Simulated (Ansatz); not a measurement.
# CH7BN2Si (SMILES NBC1N[SiH2]1): what the fields show

Input file:

```
crystal:
  periodic: [false, false, false]
  atoms:
    - { symbol: "N", position_ang: [-1.9561, -1.0075, 0.8289] }
    - { symbol: B, position_ang: [-0.5329, -1.0528, 0.4561] }
    - { symbol: C, position_ang: [0.3198, 0.2714, 0.3564] }
    - { symbol: "N", position_ang: [1.77, -0.0111, -0.0383] }
    - { symbol: Si, position_ang: [0.7016, 0.812, -1.3548] }
    - { symbol: H, position_ang: [-2.50925, -1.60364, 0.07045] }
    - { symbol: H, position_ang: [-2.08665, -1.58286, 1.71136] }
    - { symbol: H, position_ang: [-0.0072, -2.0886, 0.229] }
    - { symbol: H, position_ang: [0.2903, 1.0546, 1.2143] }
    - { symbol: H, position_ang: [2.3301, 0.7095, 0.3903] }
    - { symbol: H, position_ang: [0.4281, -0.1324, -2.4062] }
    - { symbol: H, position_ang: [1.2312, 2.1928, -1.508] }
basis:
  gaussian: { orbitals: "6-31G*" }
hamiltonian:
  xc: r2scan
  dispersion: d4
relax:
  f_tol: 0.015
  max_steps: 40
output:
  orbitals: {}
```

Run with:

```sh
ansatz run input.yaml --threads 2 --pin off --max-ram 3072MiB --backend cpu --events-out ev --progress --plain --runs-dir out
```

The fields are those of the run's last geometry, not of the input's.

Level of theory: Ansatz 0.2.0, RKS r2SCAN-D4/6-31G*.

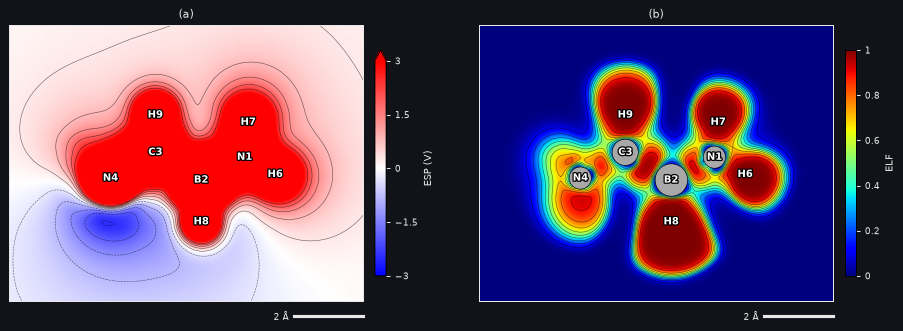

Figure 1. (a) electrostatic potential; (b) electron localisation function on the plane of atoms H6, N1 and H7. Grey discs cover the atomic cores in the ELF map.

Read the bonding off the picture.

Answer.
- The plane passes through N, B, C and H nuclei.
- B–N (1.40 Å): the ELF peaks at about 0.95 between the atoms; a short, strongly polar bond.
- C–N (1.52 Å): the ELF peaks at about 0.90 between the atoms (localised, covalent bonding).
- C–B (1.55 Å): the ELF peaks at about 0.95 between the atoms (a covalent bond).
- N–H (1.01 Å): the ELF climbs to about 1 towards the hydrogen, as it does in any bond to H; an ordinary covalent bond to hydrogen.
- C–H (1.10 Å): the ELF climbs to about 1 towards the hydrogen: an ordinary covalent bond to hydrogen.
- The ELF also peaks beside N4, away from the bonds: lone-pair regions.
- Outside the dense part of the molecule the potential is most negative (−2.5 V) near N4.

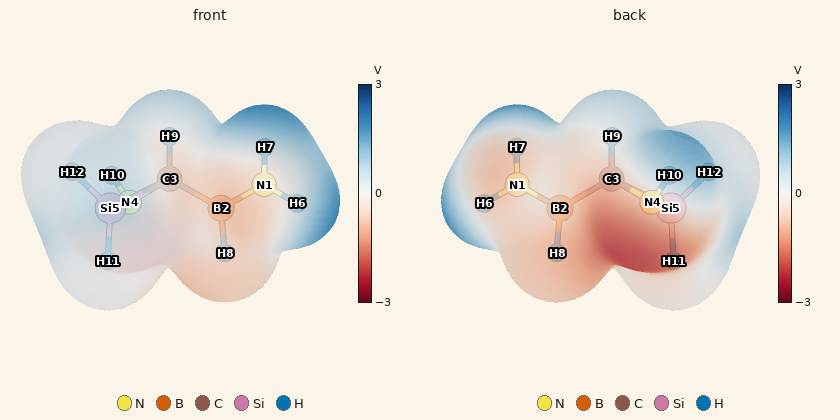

Figure 2. The electrostatic potential painted on the density surface at 0.002 e/bohr³, seen from the front and from behind; red is negative and blue positive.

Which sites attract a positive test charge, and which a negative one?

Answer. A positive charge is drawn to the negative regions and a negative charge to the positive ones. The most negative region (about −2.2 V) lies over N4, the most positive (about +1.8 V) over H6 and H7. N4 is the likeliest acceptor of a hydrogen bond.

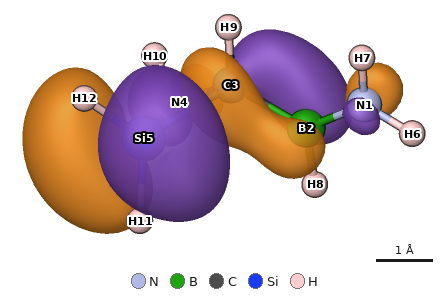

Figure 3. One frontier orbital at ±0.1 Å⁻³ᐟ² (orange and purple are the two phases), seen at a tilt.

Which orbital is it: HOMO or LUMO?

Answer. The LUMO, at −0.40 eV. It lies mainly on Si5 (about 55 %), C3 (about 10 %), N4 (about 10 %) and B2 (about 10 %).

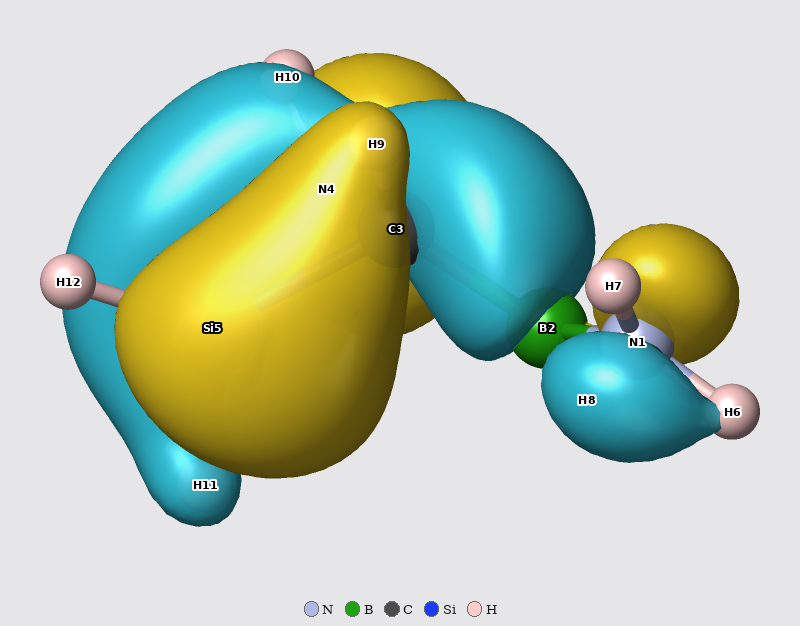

Figure 4. The HOMO at ±0.08 Å⁻³ᐟ² (yellow and cyan are the two phases), seen at a tilt.

Where does this orbital lie, and at what energy?

Answer. Its weight (Hirshfeld) is mainly on N4 (about 40 %), Si5 (about 20 %), C3 (about 20 %) and B2 (about 5 %). Its energy is −5.12 eV.
